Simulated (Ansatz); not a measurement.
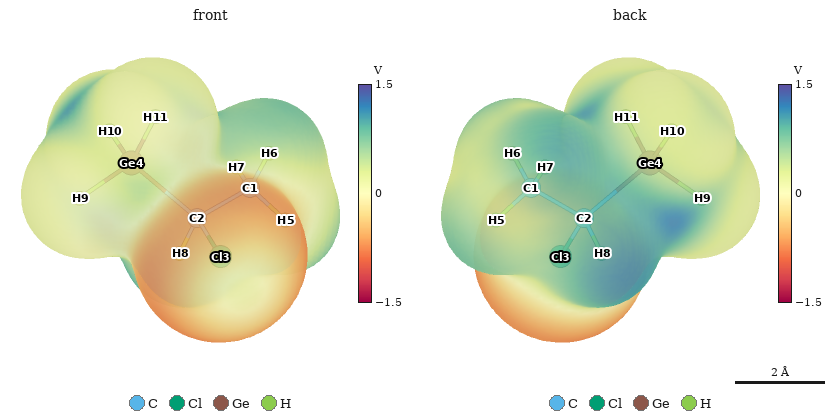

C₂H₇ClGe (SMILES C[CH](Cl)[GeH3]). The electrostatic potential painted on the density surface at 0.002 e/bohr³, seen from the front and from behind; the colour scale runs from red (negative) to blue (positive).

Computed with Ansatz 0.2.0, RKS PBE/def2-mTZVP.

The calculation's input:

```
crystal:
  periodic: [false, false, false]
  atoms:
    - { symbol: C, position_ang: [-0.585, 1.2116, 0.1735] }
    - { symbol: C, position_ang: [0.5396, 0.3856, -0.2654] }
    - { symbol: Cl, position_ang: [0.01537, -0.62663, -1.59532] }
    - { symbol: Ge, position_ang: [2.01241, 1.44887, -0.88509] }
    - { symbol: H, position_ang: [-1.5166, 1.0279, -0.4894] }
    - { symbol: H, position_ang: [-0.3741, 2.3453, 0.0396] }
    - { symbol: H, position_ang: [-0.8644, 1.0679, 1.2293] }
    - { symbol: H, position_ang: [0.89103, -0.30778, 0.55429] }
    - { symbol: H, position_ang: [3.14796, 0.63543, -1.37191] }
    - { symbol: H, position_ang: [2.46601, 2.41037, 0.30347] }
    - { symbol: H, position_ang: [1.51143, 2.43577, -2.03447] }
basis:
  gaussian: { orbitals: def2-mTZVP }
hamiltonian:
  xc: pbe
relax:
  f_tol: 0.015
  max_steps: 40
output:
  orbitals: {}
```

Run with:

```sh
ansatz run input.yaml --threads 2 --pin off --max-ram 3072MiB --backend cpu --events-out ev --progress --plain --runs-dir out
```

The fields are those of the relaxed geometry.

### Which sites attract a positive test charge, and which a negative one?

A positive charge is drawn to the negative regions and a negative charge to the positive ones. The most negative region (about −0.7 V) lies over Cl3, the most positive (about +1.1 V) over Ge4 and H8.
